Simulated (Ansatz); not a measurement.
# A hypothetical structure for Sc3B4Os

This structure for Sc3B4Os is made up. Its elements were placed in a known structure type with a cell scaled to their sizes. What cell does the guess relax to, and how far off was it?

Method: DFT, PBE, plane-wave PAW, files of the set soft_1, scalar-relativistic, no spin, cell and ions relaxed at zero pressure; PAW set soft_1, in the first sound run; inputs show where later runs differ, in Ansatz 0.2.0.

### 1. The starting structure

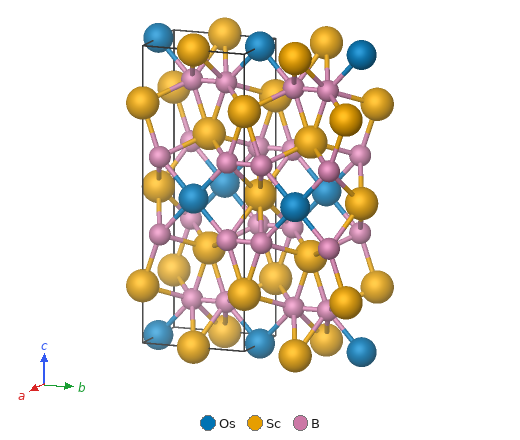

Start, viewed slightly off an axis; osmium blue, scandium orange, boron pink. 1×2×1 cells are drawn. This picture shows the conventional cell, with its axes. Some periodic images of atoms are drawn too.

### 2. Relaxation of the guess

The guess takes its coordinates from another compound and its volume from a rule, so the cell and any free coordinates are relaxed together.

Input file input.yaml:

```yaml
crystal:
  lattice:
    - [-1.6395, 2.1825, 6.036]
    - [1.6395, -2.1825, 6.036]
    - [1.6395, 2.1825, -6.036]
  atoms:
    - { symbol: Os, position: [0.0, 0.5, 0.5] }
    - { symbol: Sc, position: [0.8075, 0.8075, 0.0] }
    - { symbol: Sc, position: [0.1925, 0.1925, 0.0] }
    - { symbol: Sc, position: [0.5, 0.0, 0.5] }
    - { symbol: B, position: [0.7983, 0.6304, 0.1679] }
    - { symbol: B, position: [0.4625, 0.6304, 0.8321] }
    - { symbol: B, position: [0.2017, 0.3696, 0.8321] }
    - { symbol: B, position: [0.5375, 0.3696, 0.1679] }
kpoints:
  mp_grid: { grid: [10, 10, 10] }
scf:
  occupations: { method: fermi_dirac, width: 0.05 }
hamiltonian:
  xc: pbe
  pseudopotentials: { kind: paw, azcp: { folder: soft_1 } }
relax:
  f_tol: 0.015
  max_steps: 70
  cell: {}
output:
  forces: true
  stress: true
```

Run with:

```bash
> ansatz run input.yaml --threads 4 --pin off --max-ram 10240MiB --backend cpu --events-out ev --progress --plain --runs-dir out
```

Numbers of over 12 decimals in the logs are rounded to 6 here.

The program printed:

```text
basis.fft_grid_basis auto: the FFT boxes are laid along the combinations [[1, 0, 1], [0, 1, 1], [0, 0, 1]] of the cell's own vectors, 4.365, 3.279 and 6.625 Å long. The dense box has 30×24×45 points. Along the cell's own vectors, as sized, it would have 45×45×45, 2.81 times as many. Of the 8 symmetry operations that the crystal satisfies within crystal.symmetry.tolerance (time reversal apart; of a slab, those that ke [...]
Engine: ansatz 0.2.0, aarch64-unknown-linux-gnu
Pseudopotentials: kind: paw
Pseudopotential: Os, paw, valence charge 16, recommended cutoff 420 eV (normal), soft_1/Os.paw.azcp
Pseudopotential: Sc, paw, valence charge 11, recommended cutoff 420 eV (normal), soft_1/Sc.paw.azcp
Pseudopotential: B, paw, valence charge 3, recommended cutoff 420 eV (normal), soft_1/B.paw.azcp
Functional definition: PBE
  parameter kappa = 0.804
  parameter beta = 0.066725
  exchange = pbe_x(kappa = kappa, mu = beta*pi^2/3)
  correlation = pbe_c(beta = beta)
Crystal: 8 atoms, lattice volume = 86.392 Å³
Basis set: ecut = 420 eV, 1683 PW (Γ), FFT grids on a1+a3, a2+a3, a3, exchange–correlation on 60×48×90 points (8 copies of the dense FFT grid, shifted against one another)
Bands: 39, of which v1, the nominal top of the filled ones, is band 31 counted from 1 (30 counted from 0)
Symmetry: 8 space group operations
Space group: Immm (ITA 71), of the structure as read, at distance tolerance 4.4e-5 Å
k-points: 171 of 1000
Non-local potential: Os, projectors of the file, l = 0: 3, l = 1: 2, l = 2: 2, l = 3: 1
Non-local potential: Sc, projectors of the file, l = 0: 3, l = 1: 2, l = 2: 3, l = 3: 1
Non-local potential: B, projectors of the file, l = 0: 2, l = 1: 2, l = 2: 1
PAW form: soft (Blöchl's): semilocal exchange-correlation on the pseudo side does not see the compensation charge
PAW one-centre angular grid: Os, 590 points (default); XC on 64 Gauss nodes
PAW one-centre angular grid: Sc, 590 points (default); XC on 64 Gauss nodes
PAW one-centre angular grid: B, 110 points (default); XC on 64 Gauss nodes
Initial density: superposition of atomic densities (chi_scale 0.1, normalization cell, long waves kept (reshape's long-wave potential 0.03 eV rms))
Initial wavefunctions: pseudopotential atomic-orbital guess
Functional: x = pbe(κ = 0.804, μ = 0.219515), c = pbe(β = 0.066725)
SCF iter   1: F=—  HF=-18429.278032 eV  |F-HF|=—  |Δ(HF+E_count)|=         —  Δρ=1.91e-1  dr2=8.67e1  ethr=3.10e-3  ⟨swp⟩=4.9  Hψ=24304  notcnv=0  defer=31
preconditioner: auto → Kerker (q_TF=auto, 2.575 Å⁻¹)  [metal: Δε(μ)=0.009 eV  Ē_g=7.043 eV  σ=0.050 eV  W_gap=0.04  n_scr=24 (ndim 8)  ℏωp=21.5 eV  f_vac=0.000  D(μ)=3.86/eV (n_scr^D=32)]
SCF iter   2: F=—  HF=-18420.262599 eV  |F-HF|=—  |Δ(HF+E_count)|=    9.02e0  Δρ=9.65e-2  dr2=2.18e1  ethr=3.10e-3  ⟨swp⟩=3.5  Hψ=14882  notcnv=0  defer=287
SCF iter   3: F=—  HF=-18417.324256 eV  |F-HF|=—  |Δ(HF+E_count)|=    2.94e0  Δρ=1.68e-2  dr2=3.51e-1  ethr=3.10e-3  ⟨swp⟩=3.2  Hψ=14713  notcnv=0  defer=317
SCF iter   4: F=—  HF=-18417.239853 eV  |F-HF|=—  |Δ(HF+E_count)|=   8.44e-2  Δρ=4.25e-3  dr2=3.89e-2  ethr=5.75e-4  ⟨swp⟩=2.4  Hψ=12741  notcnv=0  defer=306
SCF iter   5: F=—  HF=-18417.233083 eV  |F-HF|=—  |Δ(HF+E_count)|=   6.77e-3  Δρ=1.42e-3  dr2=3.81e-3  ethr=6.37e-5  ⟨swp⟩=2.2  Hψ=9017  notcnv=0  defer=300
SCF iter   6: F=—  HF=-18417.232150 eV  |F-HF|=—  |Δ(HF+E_count)|=   9.33e-4  Δρ=4.53e-4  dr2=2.90e-4  ethr=6.24e-6  ⟨swp⟩=2.0  Hψ=8085  notcnv=0  defer=300
SCF iter   7: F=—  HF=-18417.232065 eV  |F-HF|=—  |Δ(HF+E_count)|=   8.48e-5  Δρ=1.29e-4  dr2=2.12e-5  ethr=4.75e-7  ⟨swp⟩=2.0  Hψ=8241  notcnv=0  defer=299
SCF iter   8: F=—  HF=-18417.232031 eV  |F-HF|=—  |Δ(HF+E_count)|=   3.37e-5  Δρ=3.35e-5  dr2=1.59e-6  ethr=3.47e-8  ⟨swp⟩=2.1  Hψ=8767  notcnv=0  defer=299
SCF iter   9: F=-18417.232031 eV  HF=-18417.232031 eV  |F-HF|=3.29e-8  |Δ(HF+E_count)|=   4.06e-7  Δρ=4.92e-6  dr2=5.29e-8  ethr=1.64e-10  ⟨swp⟩=3.0  Hψ=27906  notcnv=0
SCF 1 converged in 9 iterations: F = -18417.232031 eV  dr2 = 5.29e-8
  greatest PAW one-centre occupation: 1.000 electrons in one spin orbital (limit 2), on the Os atom at site 0 (counted from 0), in its partial waves of l = 0
relax step   1: F+E_penalty+E_count = -18417.23203060 eV  Δ(F+E_penalty+E_count) = +0.000e0 eV  max|allowed force component| = 2.619e0 eV/Å  Δτ_max = 0.0000 Å  P = +46.177 GPa  Ω = 86.392 Å³  (9 SCF iters, dr2 threshold 1.00e-7 eV, accepted)
Crystal: 8 atoms, lattice volume = 96.566 Å³
Basis set: ecut = 420 eV, 1895 PW (Γ), FFT grids on a1+a3, a2+a3, a3, exchange–correlation on 60×48×90 points (8 copies of the dense FFT grid, shifted against one another)
Initial density: handed on by an earlier stage of this run
Initial wavefunctions: those handed on with the density
SCF iter   1: F=—  HF=-18419.693855 eV  |F-HF|=—  |Δ(HF+E_count)|=         —  Δρ=2.97e-2  dr2=2.48e0  ethr=3.10e-3  ⟨swp⟩=8.5  Hψ=26930  notcnv=0  defer=30
preconditioner: auto → Kerker (q_TF=auto, 2.527 Å⁻¹)  [metal: Δε(μ)=0.001 eV  Ē_g=5.919 eV  σ=0.050 eV  W_gap=0.00  n_scr=32 (ndim 8)  ℏωp=20.3 eV  f_vac=0.000  D(μ)=5.77/eV (n_scr^D=56)]
SCF iter   2: F=—  HF=-18419.468843 eV  |F-HF|=—  |Δ(HF+E_count)|=   2.25e-1  Δρ=1.66e-2  dr2=8.37e-1  ethr=3.10e-3  ⟨swp⟩=1.0  Hψ=8037  notcnv=0  defer=48
SCF iter   3: F=—  HF=-18419.349335 eV  |F-HF|=—  |Δ(HF+E_count)|=   1.20e-1  Δρ=2.32e-3  dr2=1.61e-2  ethr=1.37e-3  ⟨swp⟩=2.0  Hψ=9419  notcnv=0  defer=108
SCF iter   4: F=—  HF=-18419.346347 eV  |F-HF|=—  |Δ(HF+E_count)|=   2.99e-3  Δρ=6.44e-4  dr2=8.83e-4  ethr=2.64e-5  ⟨swp⟩=2.3  Hψ=10438  notcnv=0  defer=230
SCF iter   5: F=—  HF=-18419.346144 eV  |F-HF|=—  |Δ(HF+E_count)|=   2.03e-4  Δρ=1.79e-4  dr2=5.30e-5  ethr=1.45e-6  ⟨swp⟩=2.0  Hψ=7978  notcnv=0  defer=230
SCF iter   6: F=—  HF=-18419.346072 eV  |F-HF|=—  |Δ(HF+E_count)|=   7.26e-5  Δρ=4.53e-5  dr2=2.62e-6  ethr=8.69e-8  ⟨swp⟩=2.0  Hψ=8338  notcnv=0  defer=230
SCF iter   7: F=-18419.346072 eV  HF=-18419.346072 eV  |F-HF|=6.73e-9  |Δ(HF+E_count)|=   1.10e-7  Δρ=1.07e-5  dr2=1.40e-7  ethr=1.31e-9  ⟨swp⟩=4.0  Hψ=20404  notcnv=0
SCF 2 converged in 7 iterations: F = -18419.346072 eV  dr2 = 1.40e-7
relax step   2: F+E_penalty+E_count = -18419.34607167 eV  Δ(F+E_penalty+E_count) = -2.114e0 eV  max|allowed force component| = 1.337e0 eV/Å  Δτ_max = 0.0265 Å  P = +16.720 GPa  Ω = 96.566 Å³  energy of the carried Pulay correction = -5.687e-3 eV  (7 SCF iters, dr2 threshold 8.00e-7 eV, accepted)
Crystal: 8 atoms, lattice volume = 103.106 Å³
[...]
relax step   4: F+E_penalty+E_count = -18419.99571865 eV  Δ(F+E_penalty+E_count) = -5.631e-2 eV  max|allowed force component| = 1.104e-1 eV/Å  Δτ_max = 0.0496 Å  P = -0.965 GPa  Ω = 107.163 Å³  energy of the carried Pulay correction = -1.098e-2 eV  (6 SCF iters, dr2 threshold 8.00e-7 eV, accepted)
[...]
relax step   5: F+E_penalty+E_count = -18420.00268019 eV  Δ(F+E_penalty+E_count) = -6.962e-3 eV  max|allowed force component| = 4.134e-2 eV/Å  Δτ_max = 0.0100 Å  P = -0.006 GPa  Ω = 106.220 Å³  energy of the carried Pulay correction = -1.053e-2 eV  (6 SCF iters, dr2 threshold 8.00e-7 eV, accepted)
[...]
relax step   6: F+E_penalty+E_count = -18420.00299886 eV  Δ(F+E_penalty+E_count) = -3.187e-4 eV  max|allowed force component| = 8.266e-3 eV/Å  Δτ_max = 0.0048 Å  P = +0.012 GPa  Ω = 106.100 Å³  energy of the carried Pulay correction = -1.047e-2 eV  (6 SCF iters, dr2 threshold 1.07e-7 eV, accepted)
[...]
relax step   7: F+E_penalty+E_count = -18420.00304724 eV  Δ(F+E_penalty+E_count) = -4.838e-5 eV  max|allowed force component| = 3.213e-3 eV/Å  Δτ_max = 0.0006 Å  P = +0.002 GPa  Ω = 106.126 Å³  energy of the carried Pulay correction = -1.049e-2 eV  (6 SCF iters, dr2 threshold 3.27e-8 eV, accepted)
[...]
relax step   8: F+E_penalty+E_count = -18420.03116655 eV  Δ(F+E_penalty+E_count) = -2.812e-2 eV  max|allowed force component| = 1.083e-2 eV/Å  Δτ_max = 0.0000 Å  P = +0.310 GPa  Ω = 106.126 Å³  stress off target by 4.85e-1 GPa  SCF on the basis re-selected at this cell (its energy is not comparable with the rows above)  (6 SCF iters)
[...]
relax step   9: F+E_penalty+E_count = -18420.03140951 eV  Δ(F+E_penalty+E_count) = -2.430e-4 eV  max|allowed force component| = 2.709e-3 eV/Å  Δτ_max = 0.0019 Å  P = +0.002 GPa  Ω = 106.382 Å³  energy of the carried Pulay correction = -1.202e-4 eV  (6 SCF iters, dr2 threshold 5.88e-7 eV, accepted)
iter 1 solved again at ethr=2.84e-7 eV; its pass at ethr=3.10e-3 eV (dr2=1.73e-4 eV) is discarded
SCF iter   1: F=—  HF=-18420.031517 eV  |F-HF|=—  |Δ(HF+E_count)|=         —  Δρ=2.17e-5  dr2=1.72e-8  ethr=2.84e-7  ⟨swp⟩=3.0  Hψ=39494  notcnv=0
eigensolver tolerance schedule: the retry pair's looser diagonalisation over-reported the residual by 10037.34 of it (diagonalisation noise at 11.21 of the residual, at the tolerance the schedule requests for it); recorded, not acted on — ethr = c·dr2/N_el stays at c = 1.0e-1
preconditioner: auto → Kerker (q_TF=auto, 2.487 Å⁻¹)  [metal: Δε(μ)=0.007 eV  Ē_g=5.614 eV  σ=0.050 eV  W_gap=0.04  n_scr=32 (ndim 8)  ℏωp=19.4 eV  f_vac=0.000  D(μ)=5.96/eV (n_scr^D=64)]
SCF iter   2: F=—  HF=-18420.031535 eV  |F-HF|=—  |Δ(HF+E_count)|=   1.82e-5  Δρ=1.11e-5  dr2=4.54e-9  ethr=2.82e-11  ⟨swp⟩=3.1  Hψ=13599  notcnv=0
SCF iter   3: F=—  HF=-18420.031536 eV  |F-HF|=—  |Δ(HF+E_count)|=   5.66e-7  Δρ=7.96e-7  dr2=2.35e-10  ethr=7.44e-12  ⟨swp⟩=2.0  Hψ=8857  notcnv=0
iter 4 did not close the SCF: its close was put off for the readings that it lacked (scf_convergence_deferred on its scf_iter line)
SCF iter   4: F=-18420.031536 eV  HF=-18420.031536 eV  |F-HF|=7.28e-11  |Δ(HF+E_count)|=   2.03e-9  Δρ=2.37e-7  dr2=6.90e-11  ethr=1.00e-12  ⟨swp⟩=1.0  Hψ=6669  notcnv=0
iter 5 did not close the SCF: its close was put off for the readings that it lacked (scf_convergence_deferred on its scf_iter line)
SCF iter   5: F=-18420.031536 eV  HF=-18420.031536 eV  |F-HF|=0.00e0  |Δ(HF+E_count)|=  8.73e-11  Δρ=5.02e-8  dr2=4.96e-12  ethr=1.00e-12  ⟨swp⟩=1.0  Hψ=6669  notcnv=0
iter 6 did not close the SCF: its close was put off for the readings that it lacked (scf_convergence_deferred on its scf_iter line)
SCF iter   6: F=-18420.031536 eV  HF=-18420.031536 eV  |F-HF|=7.28e-12  |Δ(HF+E_count)|=    0.00e0  Δρ=1.91e-8  dr2=3.92e-13  ethr=1.00e-12  ⟨swp⟩=1.0  Hψ=6669  notcnv=0
iter 7 did not close the SCF: its close was put off for the readings that it lacked (scf_convergence_deferred on its scf_iter line)
SCF iter   7: F=-18420.031536 eV  HF=-18420.031536 eV  |F-HF|=7.28e-12  |Δ(HF+E_count)|=    0.00e0  Δρ=4.37e-9  dr2=1.80e-14  ethr=1.00e-12  ⟨swp⟩=1.0  Hψ=6669  notcnv=0
SCF iter   8: F=-18420.031536 eV  HF=-18420.031536 eV  |F-HF|=0.00e0  |Δ(HF+E_count)|=    0.00e0  Δρ=8.28e-10  dr2=5.67e-16  ethr=1.00e-12  ⟨swp⟩=1.2  Hψ=14066  notcnv=0
SCF 10 converged in 8 iterations: F = -18420.031536 eV  dr2 = 5.67e-16
relax step  10: F+E_penalty+E_count = -18420.03153571 eV  Δ(F+E_penalty+E_count) = -1.262e-4 eV  max|allowed force component| = 2.690e-3 eV/Å  Δτ_max = 0.0000 Å  P = +0.002 GPa  Ω = 106.382 Å³  stress off target by 2.75e-2 GPa  SCF on the basis re-selected at this cell (its energy is not comparable with the rows above)  (8 SCF iters)
basis re-selected at this cell: Δ(F+E_penalty+E_count) = -1.262e-4 eV, ΔP = -0.000 GPa vs the last step (what re-selecting the basis moved, of the pressure what is left beyond the Pulay correction that the steps carried, after the strain that the cell walked since its last selection, with what the two solves' SCF thresholds leave and, on support functions, any second-order correction that the steps lacked; it is no m [...]
SCF converged after 8 iterations
Free energy (F): -18420.031536 eV
Harris-Foulkes:  -18420.031536 eV  (|F-HF|=0.00e0)
Internal energy: -18419.984207 eV  (E = F + TS)
E sigma→0 (E₀):  -18420.007872 eV
Entropy (-TS):   -0.047328 eV (-5.916 meV/atom)
Fermi energy:    11.898712 eV
--- Per-component energies (eV) ---
  E_band       = -605.408175
  E_kinetic    = 1304.226034
  E_local      = -4131.633058  (includes V_loc(G=0)·N_el)
  E_nonlocal   = 656.234962
  E_hartree    = 1529.114150
  E_xc         = -621.821218
  E_vxc        = -716.122851  (∫ρ·V_xc dr)
  E_paw        = -12330.593474  (= ΣΔE_a)
  E_vpaw       = -776.342157  (= ΣTr[D̂ρ^β])
  E_aug_tail   = 0.000595  (compensation charges beyond the density's cutoff)
  E_ewald      = -4825.512198
  E_smearing   = -0.047328  (= −TS)
  E_closure    = 0.000000  (closes the sum)
  Σ components = -18420.031536   (vs F -18420.031536, Δ=0.00e0)
--- Forces (eV/Å), atoms counted from 1 ---
  atom   1  Os     0.00000000    -0.00000000     0.00000000
  atom   2  Sc     0.00000000    -0.00000000    -0.00233785
  atom   3  Sc    -0.00000000     0.00000000     0.00233785
  atom   4  Sc    -0.00000000     0.00000000     0.00000000
  atom   5  B     -0.00000000    -0.00269022    -0.00184046
  atom   6  B     -0.00000000     0.00269022    -0.00184046
  atom   7  B      0.00000000     0.00269022     0.00184046
  atom   8  B      0.00000000    -0.00269022     0.00184046
  max |Σ_I F_I| component: 1.39e-17 eV/Å
--- Stress (GPa, compression-positive) ---
        0.018857       0.000000       0.000000
        0.000000      -0.027473       0.000000
        0.000000       0.000000       0.015267
  P = ⅓ Tr σ = 0.0022 GPa (0.022 kbar)
--- Relaxed structure (8 steps of the walk, 8 accepted, 2 SCFs on fresh bases) ---
  F+E_penalty+E_count = -18420.03153571 eV   max|allowed force component| = 2.690e-3 eV/Å   (the final SCF, on the basis selected at the relaxed cell)
  cell:  # Å, volume = 106.3825 Å³
    - [-1.767682, 2.428388, 6.195664]
    - [1.767682, -2.428388, 6.195664]
    - [1.767682, 2.428388, -6.195664]
  atoms:
    - { symbol: Os, position: [0, 0.5, 0.5] }
    - { symbol: Sc, position: [0.813345, 0.813345, 0] }
    - { symbol: Sc, position: [0.186655, 0.186655, 0] }
    - { symbol: Sc, position: [0.500000, 0, 0.500000] }
    - { symbol: B, position: [0.789668, 0.622696, 0.166972] }
    - { symbol: B, position: [0.455724, 0.622696, 0.833028] }
    - { symbol: B, position: [0.210332, 0.377304, 0.833028] }
    - { symbol: B, position: [0.544276, 0.377304, 0.166972] }
```

The job ended after 2.6 min (4 threads of Arm Neoverse N1, shared host; peak memory 0.86 GiB; 10 min of CPU time).

Step by step:

| step | energy less that of the first step (eV) | largest force component (eV/Å) | pressure (GPa) | volume (Å³) |
| --- | --- | --- | --- | --- |
| 1 | 0.0000 | 2.6191 | 46.18 | 86.39 |
| 2 | -2.1140 | 1.3366 | 16.72 | 96.57 |
| 3 | -2.7074 | 0.3634 | 4.01 | 103.11 |
| 4 | -2.7637 | 0.1104 | -0.97 | 107.16 |
| 5 | -2.7706 | 0.0413 | -0.01 | 106.22 |
| 6 | -2.7710 | 0.0083 | 0.01 | 106.10 |
| 7 | -2.7710 | 0.0032 | 0.00 | 106.13 |
| 8* | -2.7991 | 0.0108 | 0.31 | 106.13 |
| 9 | -2.7994 | 0.0027 | 0.00 | 106.38 |
| 10* | -2.7995 | 0.0027 | 0.00 | 106.38 |

Relaxation steps marked * repeat the geometry before them on a plane-wave basis chosen anew for their cell, so energy and pressure can jump there.

The run keeps the 8 symmetry operations that it works with, so distortions that break them were not tested.

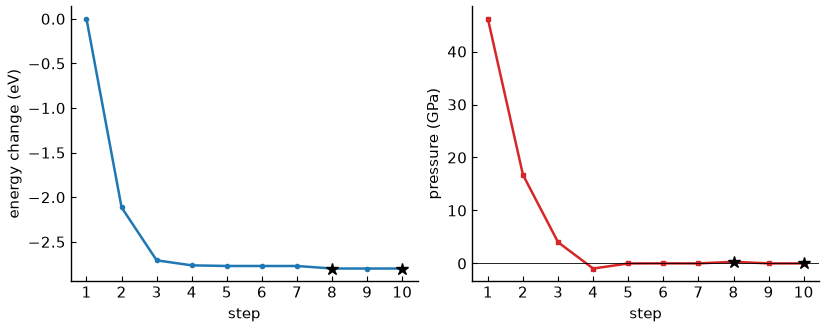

Energy and pressure along the relaxation. Stars mark steps on a basis chosen anew.

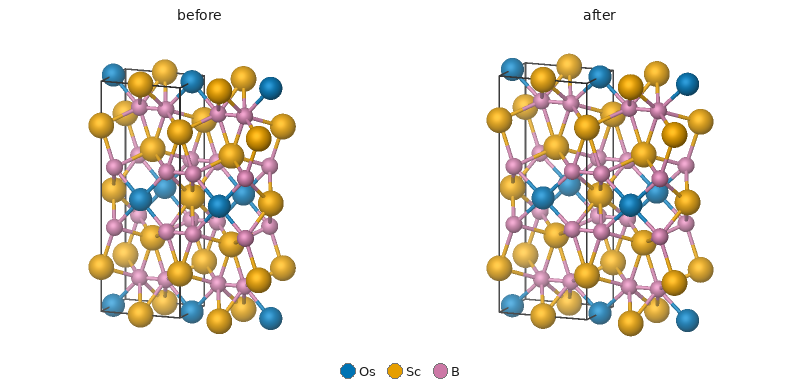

Before and after, at one scale.

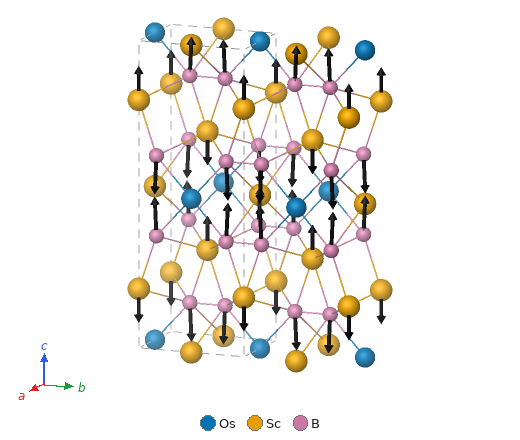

Displacements in the relaxation, exaggerated, measured against the changing cell; the longest in the cell stands for 0.10 Å. 1×2×1 conventional cells are drawn. Some periodic images of atoms are drawn too.

| conventional cell, symmetrised | before | after | change |
| --- | --- | --- | --- |
| a (Å) | 3.279 | 3.535 | +7.8 % |
| b (Å) | 4.365 | 4.857 | +11.3 % |
| c (Å) | 12.072 | 12.391 | +2.6 % |
| volume (Å³/atom) | 10.80 | 13.30 | +23.1 % |

The atoms that moved most (Å, as changes of fractional coordinates times the final cell):

| atom | dx | dy | dz | length |
| --- | --- | --- | --- | --- |
| B5 | 0.000 | -0.005 | -0.095 | 0.096 |
| B6 | 0.000 | 0.005 | -0.095 | 0.096 |
| B8 | 0.000 | -0.005 | 0.095 | 0.096 |
| B7 | 0.000 | 0.005 | 0.095 | 0.096 |
| Sc3 | 0.000 | 0.000 | -0.072 | 0.072 |
| Sc2 | 0.000 | 0.000 | 0.072 | 0.072 |

This step gave:

```
free energy             : -18420.0315 eV
energy at zero smearing : -18420.0079 eV
smearing term TS        : 0.04733 eV
Fermi energy            : 11.90 eV
electrons               : 61
symmetry operations     : 8
pressure                : 0.002217 GPa
```

Shortest distances by pair of elements, guess and relaxed (not always the same contact):

| pair | guess (Å) | relaxed (Å) |
| --- | --- | --- |
| B–B | 1.466 | 1.622 |
| B–Os | 2.140 | 2.220 |
| B–Sc | 2.260 | 2.469 |
| Os–Sc | 2.730 | 2.911 |
| Sc–Sc | 3.062 | 3.354 |

The relaxation ends with a largest force component of 0.0027 eV/Å and a pressure of 0.00 GPa.

(Part 1 of 2 ends here.)

[Logs are printed without paths, hosts, clocks, repeated set-up lines and the standing remarks that a program may print on its own settings, such as how far it seeks lower states.]

[Hosts, paths, dates, database ids (printed as entryN), source tags and the programs' standing remarks are cut or masked in the printed files.]
